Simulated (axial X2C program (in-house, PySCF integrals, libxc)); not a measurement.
# RbSi: bond curves with and without spin–orbit coupling, part 2 of 2

Computed with an in-house X2C program for linear molecules on PySCF integrals; all-electron X2C, Rb dyall-cv3z, Si dyall-v3z.

**11. PBE0, 2c**

State followed: Ω = 3/2 (excess of +ω over −ω: ω = 3/2). The scan is laid around 3.153 Å, a first estimate of the minimum, and this SCF restarts from the orbitals of the search.

The SCF at the reference distance of 3.153 Å:

```text
two-component X2C + atomic mean field  PBE0
basis functions 174  fitting functions 973  grid points 5084
iter        total energy     max residual
   1      -3269.534170167     1.51e-05
   2      -3269.534170172     9.09e-06
converged
one-electron -4705.57755465  Coulomb 1472.47956527  exact exchange -30.02780175  xc functional -92.09798953  nuclear repulsion 86.93745489  atomic mean-field constant -1.24784439
```

Along the bond, energies from the lowest point:

```tsv
R (Å)	E (eV)	μ (D)	HOMO (eV)	LUMO (eV)	iterations
2.743	0.2932	-8.28	-4.03	-1.24	12
2.869	0.1230	-8.77	-4.03	-1.31	9
2.964	0.0493	-9.13	-3.95	-1.35	9
3.058	0.0109	-9.47	-3.88	-1.40	9
3.153	0.0000	-9.81	-3.81	-1.46	2
3.263	0.0138	-10.20	-3.75	-1.51	9
3.374	0.0484	-10.56	-3.68	-1.57	9
3.516	0.1140	-11.00	-3.61	-1.65	9
3.689	0.2139	-11.49	-3.55	-1.74	9
3.941	0.3757	-12.06	-3.48	-1.85	10
4.288	0.5969	-12.54	-3.46	-1.99	10
4.729	0.8416	-12.63	-3.52	-2.13	10
```

Dipoles are positive if Si is the positive end.

Outer spinors at the reference distance:

```
   ω  occupied  ε (eV)              atomic character     λ mixture
 1/2       yes  -35.18                      99% Rb s        100% σ
-1/2       yes  -35.12                      99% Rb s        100% σ
 1/2       yes  -18.65                      99% Rb p  64% π, 36% σ
-1/2       yes  -18.64                     100% Rb p  74% π, 26% σ
 3/2       yes  -17.81                     100% Rb p        100% π
 1/2       yes  -17.79                      99% Rb p  64% σ, 36% π
-3/2       yes  -17.76                     100% Rb p        100% π
-1/2       yes  -17.71                      99% Rb p  74% σ, 26% π
 1/2       yes  -10.91    81% Si s, 8% Rb p, 6% Rb d        100% σ
-1/2       yes   -8.25    81% Si s, 8% Rb p, 6% Rb d        100% σ
 1/2       yes   -4.07   78% Si p, 14% Rb s, 4% Rb d        100% σ
-1/2       yes   -3.83    87% Si p, 8% Rb d, 5% Rb p        100% π
 3/2       yes   -3.81    87% Si p, 8% Rb d, 5% Rb p        100% π
 1/2        no   -1.46   68% Rb s, 23% Rb p, 7% Si p        100% σ
-1/2        no   -1.41  69% Rb s, 17% Si p, 12% Rb p        100% σ
 1/2        no   -0.41   61% Si p, 30% Rb p, 9% Rb d        100% π
-3/2        no   -0.39   61% Si p, 30% Rb p, 9% Rb d        100% π
```

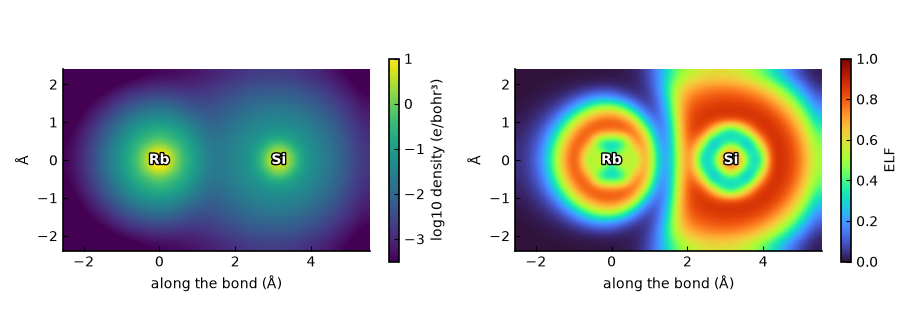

PBE0 fields in a plane through the axis, from a grid of 0.3 Å; Rb lies at z = 0 and Si at z = 3.153 Å; the ELF is damped to zero where the density is low.

Re = 3.150 Å, ωe = 175.2 cm⁻¹, ωexe = 0.682 cm⁻¹, Be = 0.08073 cm⁻¹, De = 1.64 eV, μ = -9.80 D.

**12. HF, 2c**

The SCF at the reference distance of 3.153 Å:

```text
two-component X2C + atomic mean field  HF
basis functions 174  fitting functions 973  grid points 5084
iter        total energy     max residual
   1      -3267.519585897     2.58e-01
   2      -3267.537683292     5.61e-03
   3      -3267.538286477     5.12e-03
   4      -3267.538426599     2.51e-03
   5      -3267.538461156     5.70e-04
   6      -3267.538468965     4.74e-04
   7      -3267.538470268     1.28e-04
   8      -3267.538470554     4.99e-05
   9      -3267.538470700     7.18e-05
  10      -3267.538470751     3.45e-05
  11      -3267.538470760     4.88e-06
  12      -3267.538470761     2.22e-06
converged
one-electron -4705.23392775  Coulomb 1472.19803407  exact exchange -120.19218757  xc functional 0.00000000  nuclear repulsion 86.93745489  atomic mean-field constant -1.24784439
```

Re = 3.276 Å, ωe = 167.8 cm⁻¹, ωexe = 0.584 cm⁻¹, Be = 0.07464 cm⁻¹, De = 1.14 eV, μ = -11.69 D.

**13. B3LYP, 2c**

The SCF at the reference distance of 3.153 Å:

```text
two-component X2C + atomic mean field  B3LYP
basis functions 174  fitting functions 973  grid points 5084
iter        total energy     max residual
   1      -3270.016404459     5.28e-02
   2      -3270.018416907     1.80e-03
   3      -3270.018460481     1.27e-03
   4      -3270.018478252     6.24e-04
   5      -3270.018480337     2.15e-04
   6      -3270.018480560     6.72e-05
   7      -3270.018480589     2.56e-05
   8      -3270.018480599     2.35e-05
   9      -3270.018480607     1.61e-05
converged
one-electron -4705.56783585  Coulomb 1472.45842525  exact exchange -24.01767540  xc functional -98.58100510  nuclear repulsion 86.93745489  atomic mean-field constant -1.24784439
```

Re = 3.191 Å, ωe = 165.7 cm⁻¹, ωexe = 0.729 cm⁻¹, Be = 0.0787 cm⁻¹, De = 1.36 eV, μ = -9.37 D.

**14. BLYP, 2c**

The SCF at the reference distance of 3.153 Å:

```text
two-component X2C + atomic mean field  BLYP
basis functions 174  fitting functions 973  grid points 5084
iter        total energy     max residual
   1      -3270.047231687     1.33e-01
   2      -3270.054226940     2.98e-03
   3      -3270.054403264     6.36e-03
   4      -3270.054568146     1.31e-03
   5      -3270.054577417     9.03e-04
   6      -3270.054581271     3.00e-04
   7      -3270.054581677     1.13e-04
   8      -3270.054581817     6.51e-05
   9      -3270.054581855     3.54e-05
  10      -3270.054581875     2.10e-05
  11      -3270.054581898     8.99e-06
  12      -3270.054581899     3.01e-06
converged
one-electron -4705.31444847  Coulomb 1472.18310524  exact exchange 0.00000000  xc functional -122.61284916  nuclear repulsion 86.93745489  atomic mean-field constant -1.24784439
```

Re = 3.217 Å, ωe = 156.2 cm⁻¹, ωexe = 0.764 cm⁻¹, Be = 0.07742 cm⁻¹, De = 1.32 eV, μ = -8.51 D.

**15. PBE50, 2c**

The SCF at the reference distance of 3.153 Å:

```text
two-component X2C + atomic mean field  PBE50
basis functions 174  fitting functions 973  grid points 5084
iter        total energy     max residual
   1      -3269.629216342     9.20e-02
   2      -3269.631887937     2.63e-03
   3      -3269.631965598     3.36e-03
   4      -3269.631986507     6.90e-04
   5      -3269.631988643     1.86e-04
   6      -3269.631988910     8.20e-05
   7      -3269.631988931     5.97e-06
   8      -3269.631988932     3.08e-06
converged
one-electron -4705.82536228  Coulomb 1472.76572082  exact exchange -60.08039591  xc functional -62.18156205  nuclear repulsion 86.93745489  atomic mean-field constant -1.24784439
```

Re = 3.146 Å, ωe = 180.2 cm⁻¹, ωexe = 0.654 cm⁻¹, Be = 0.08093 cm⁻¹, De = 1.66 eV, μ = -10.45 D.

**16. Correlated methods, 2c**

Correlated methods: 13 electrons correlated (frozen shells, counted by type: Rb 3 s, 2 p, 1 d; Si 2 s, 1 p), 233 virtual spinors in MP2, 131 natural virtuals in coupled cluster.

Output of the correlated part at 3.153 Å:

```text
correlated 13  virtual 233  natural virtual 131  E(MP2) -0.268269860  MP2 remainder -0.002140711
iter   CCSD correlation   residual
   1     -0.289621496   1.05e-01
   2     -0.295969569   3.12e-02
   3     -0.296181688   8.94e-03
   4     -0.296210996   4.16e-03
   5     -0.296218739   1.81e-03
   6     -0.296223115   6.59e-04
   7     -0.296228064   2.22e-04
   8     -0.296228491   7.44e-05
   9     -0.296227976   4.80e-05
  10     -0.296228034   3.65e-05
  11     -0.296228061   2.55e-05
  12     -0.296228162   1.31e-05
  13     -0.296228186   6.21e-06
  14     -0.296228189   3.61e-06
(T) -0.010668664  T1 0.0137  D1 0.0396  max T2 0.072
```

MP2: Re = 3.165 Å, ωe = 180.5 cm⁻¹, Be = 0.07997 cm⁻¹, De = 1.56 eV.

CCSD: Re = 3.187 Å, ωe = 177.9 cm⁻¹, ωexe = 0.615 cm⁻¹, Be = 0.07888 cm⁻¹, De = 1.47 eV. T1 at Re = 0.010 (Lee–Taylor, the printed value over √2).

CCSD(T): Re = 3.177 Å, ωe = 178.9 cm⁻¹, ωexe = 0.616 cm⁻¹, Be = 0.07936 cm⁻¹, De = 1.53 eV. T1 at Re = 0.010 (Lee–Taylor, the printed value over √2).

**17. A higher determinant, 2c**

State: Ω = 1/2 (excess of +ω over −ω: 2 × ω = -1/2, ω = 3/2).

Output at the reference distance:

```text
two-component X2C + atomic mean field  PBE0
basis functions 174  fitting functions 973  grid points 5084
iter        total energy     max residual
   1      -3269.517696170     7.94e-05
   2      -3269.517696172     5.26e-06
converged
one-electron -4705.44622863  Coulomb 1472.34611947  exact exchange -30.02167153  xc functional -92.08552598  nuclear repulsion 86.93745489  atomic mean-field constant -1.24784439
```

```tsv
R (Å)	E above the lowest PBE0 point (eV)
2.743	0.761
2.869	0.588
2.964	0.510
3.058	0.466
3.153	0.448
3.263	0.452
3.374	0.476
3.516	0.527
3.689	0.607
```

Re = 3.188 Å, ωe = 161.5 cm⁻¹, ωexe = 0.739 cm⁻¹, Be = 0.07884 cm⁻¹, μ = -9.51 D. Te = 0.45 eV.

State: Ω = 1/2 (excess of +ω over −ω: ω = 1/2).

Output at the reference distance:

```text
two-component X2C + atomic mean field  PBE0
basis functions 174  fitting functions 973  grid points 5084
iter        total energy     max residual
   1      -3269.498176328     8.99e-05
   2      -3269.498176334     3.12e-05
   3      -3269.498176349     7.74e-06
   4      -3269.498176349     1.47e-06
converged
one-electron -4705.99821239  Coulomb 1472.88690328  exact exchange -30.01025573  xc functional -92.06622201  nuclear repulsion 86.93745489  atomic mean-field constant -1.24784439
```

```tsv
R (Å)	E above the lowest PBE0 point (eV)
2.743	1.282
2.869	1.352
2.964	1.182
3.058	1.061
3.153	0.979
3.263	0.924
3.374	0.901
3.516	0.907
3.689	0.951
```

No constants are quoted: the solution changes its character somewhere along the scan, so the fit is set aside.

**18. The 2c curves together**

Energy (eV) of the followed determinant, 2c, from each level's lowest point:

```tsv
R (Å)	PBE0	HF	MP2	CCSD	CCSD(T)	B3LYP	BLYP	PBE50
2.743	0.293	0.515	0.337	n/a	n/a	0.331	0.341	0.302
2.869	0.123	0.265	0.146	0.165	0.156	0.149	0.160	0.126
2.964	0.049	0.142	0.061	0.074	0.068	0.067	0.076	0.050
3.058	0.011	0.063	0.016	0.021	0.019	0.020	0.026	0.010
3.153	0.000	0.018	0.000	0.000	0.000	0.000	0.002	0.000
3.263	0.014	0.000	0.011	0.005	0.008	0.004	0.000	0.015
3.374	0.048	0.009	0.045	0.035	0.039	0.028	0.018	0.053
3.516	0.114	0.051	0.114	0.098	0.105	0.081	0.061	0.123
3.689	0.214	0.131	0.221	n/a	n/a	0.165	0.133	0.231
3.941	0.376	0.279	0.399	n/a	n/a	0.304	0.252	0.406
4.288	0.597	0.506	0.654	n/a	n/a	0.491	0.416	0.651
4.729	0.842	0.784	0.955	n/a	n/a	0.694	0.593	0.929
```

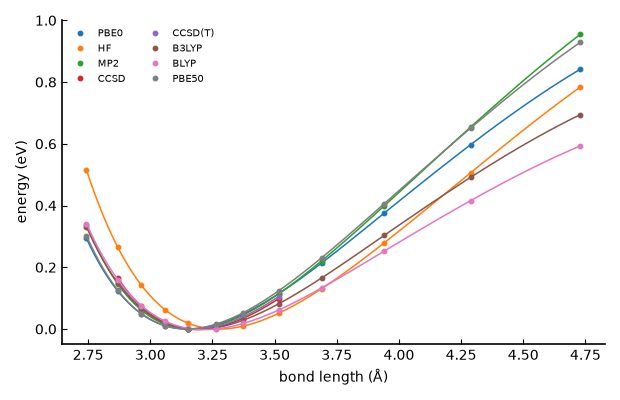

Curves of the followed state, 2c, each from its own lowest point.

The whole job took 16 min on 2 threads of AMD EPYC (Zen 3), shared host; peak memory 1.7 GiB.

**19. Constants**

What follows sums up all 2 parts.

Lowest determinant that the search found at its distance, spin-free: M_S = 3/2, Λ = 0 (beyond closed shells: σα, π+α, π-α).

Lowest determinant that the search found at its distance, 2c: Ω = 3/2 (excess of +ω over −ω: ω = 3/2).

```
Hamiltonian    level  Re (Å)  ωe (cm⁻¹)  De (eV)   μ (D)
  spin-free     PBE0   3.150      175.2     1.64   -9.81
  spin-free       HF   3.276      167.8     1.14  -11.69
  spin-free      MP2   3.165      180.6     1.56     n/a
  spin-free     CCSD   3.187      177.9     1.47     n/a
  spin-free  CCSD(T)   3.177      179.0     1.52     n/a
  spin-free    B3LYP   3.190      165.7     1.36   -9.38
  spin-free     BLYP   3.217      156.2     1.32   -8.52
  spin-free    PBE50   3.146      180.2     1.66  -10.46
         2c     PBE0   3.150      175.2     1.64   -9.80
         2c       HF   3.276      167.8     1.14  -11.69
         2c      MP2   3.165      180.5     1.56     n/a
         2c     CCSD   3.187      177.9     1.47     n/a
         2c  CCSD(T)   3.177      178.9     1.53     n/a
         2c    B3LYP   3.191      165.7     1.36   -9.37
         2c     BLYP   3.217      156.2     1.32   -8.51
         2c    PBE50   3.146      180.2     1.66  -10.45
```

Dipoles are positive if Si is the positive end.

Time per point (s) on 2 threads of AMD EPYC (Zen 3), shared host (2c runs; CCSD comes with the CCSD(T) run); the times are rough: PBE0 1.6, HF 1.4, MP2 1.9, CCSD(T) 47, B3LYP 1.8, BLYP 1.2, PBE50 1.6.

In words: At CCSD(T), going from spin-free to two-component changes Re by 0 mÅ, ωe by 0.0 %; the spin-free picture holds up (part of it comes from the scalar share of the two-electron terms). De moves by 0.00 eV; both De rest on single-determinant atoms, which can miss part of an open shell's spin–orbit lowering.

De refers to Rb + Si, each in the lowest determinant found, which need not be this curve's own limit. The state is a single determinant with fixed occupations, the lowest that a limited PBE0 search found. Dissociation energies refer to the lowest single-determinant-based atoms at the same level and basis. Density functionals use the spin component along the axis (collinear). Coupled cluster ran in a truncated set of natural virtual spinors; the MP2 energy of the rest was added. With several unpaired electrons one determinant need not be a pure state.
